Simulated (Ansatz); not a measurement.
BHNSi (SMILES [NH]B=[Si]) (doublet)

Input

```
crystal:
  periodic: [false, false, false]
  atoms:
    - {symbol: B, position_ang: [0.000000, 0.000000, -0.376243]}
    - {symbol: "N", position_ang: [0.000000, 0.000000, 0.876506]}
    - {symbol: Si, position_ang: [0.000000, 0.000000, -2.373543]}
    - {symbol: H, position_ang: [0.000000, 0.000000, 1.873280]}
basis:
  gaussian:
    orbitals: def2-TZVPD
magnetization:
  spin_polarized: true
  initial_magnetization: 1
hamiltonian:
  xc: pbe0
output:
  forces: true
  orbitals: {seedname: orbitals}
```

Run with:

```sh
ansatz run input.yaml --threads 1 --pin off --max-ram 2610MiB --events-out events.jsonl --progress --plain --runs-dir runs
```

Geometry: B3LYP/6-31G*.

Computed with isolated molecule in a Gaussian basis; Kohn-Sham density functional theory, functional PBE0 in Ansatz.

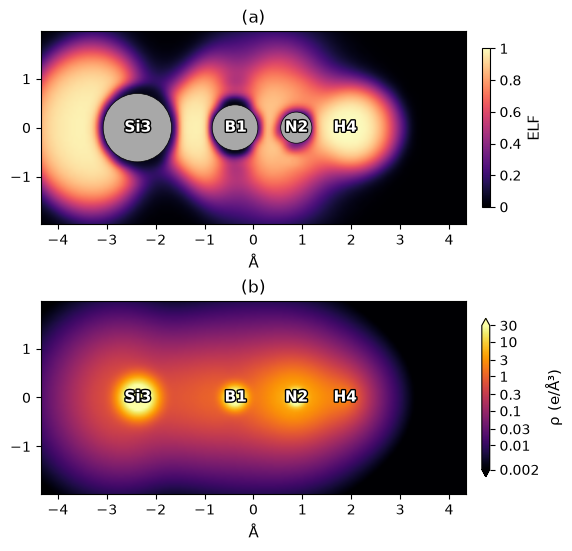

Figure 1. (a) ELF; (b) electron density on a plane that holds the molecular axis. Grey discs cover the atomic cores in the ELF map.

What does the map show?

The plane passes through B, N, Si and H nuclei.
B–N (1.25 Å): ρ at the midpoint is about 2.5 e/Å³; the ELF peaks at about 0.85 between the atoms (a polar covalent bond).
Si–B (2.00 Å): ρ at the midpoint is about 0.77 e/Å³; the ELF peaks at about 1 between the atoms (localised, covalent bonding).
N–H (1.00 Å): ρ is about 3 e/Å³ halfway; the ELF climbs to about 1 towards the hydrogen, as it does in any bond to H (an ordinary covalent bond to hydrogen).
The ELF also peaks beside Si3, away from the bonds: non-bonding electrons, paired or unpaired.

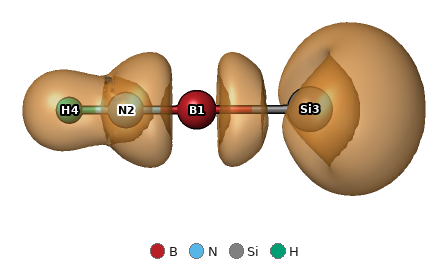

Figure 2. Isosurface of the electron localisation function at 0.75 (orange), seen from one side. Core shells and regions of very low density are left out.

Describe the localisation domains.

The ELF exceeds this value in one region between bonded B–Si atoms (shared pairs), one lobe on Si, pointing away from the bonds (non-bonding electrons) and one joined region spread over several atoms (B, H, N), in which their bonds and any lone pairs are merged.

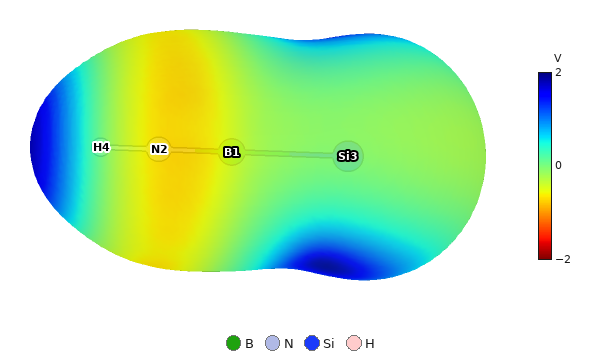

Figure 3. The electrostatic potential painted on the density surface at 0.001 e/bohr³, seen at a tilt; the colour scale runs from red (negative) to blue (positive).

Describe the electrostatic potential map.

The most negative region (about −0.8 V) lies over N2, the most positive (about +1.8 V) over Si3.

How polar is the molecule by this calculation?

Its dipole moment is 0.21 D.
